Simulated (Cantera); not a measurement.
Input: 1 mol SiO₂, a varied amount of CO, 1.1 mol N₂, at 1425 K and 61.0 mbar.

These are equilibrium values from Cantera (NASA tables, ideal gas, pure condensed phases), not measurements of a reactor. Candidate condensed phases: C, Si, SiC, SiO₂, Si₂N₂O, Si₃N₄; 34 gas species. N₂ is the only nitrogen source here; it is nearly inert below about 1500 K, so the nitride shown seldom forms there in practice. Mutual solubility and eutectic melting of coexisting phases are not modelled. The tables hold silica as quartz up to 1696 K and as liquid above; real silica turns to tridymite and cristobalite and melts near 1996 K. Equilibrium is a limit: real reactors are often held back by kinetics, nucleation or transport.

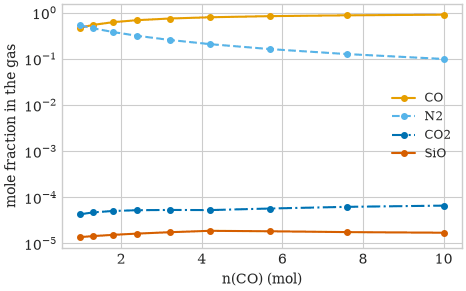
Figure. Equilibrium gas composition (values under 1e-9 drawn at 1e-9)

### Question
Read off the mole fractions at 7.6 mol CO.

### Answer
CO about 0.87, N₂ about 0.13, CO₂ about 6.2e-5, SiO about 1.8e-5.
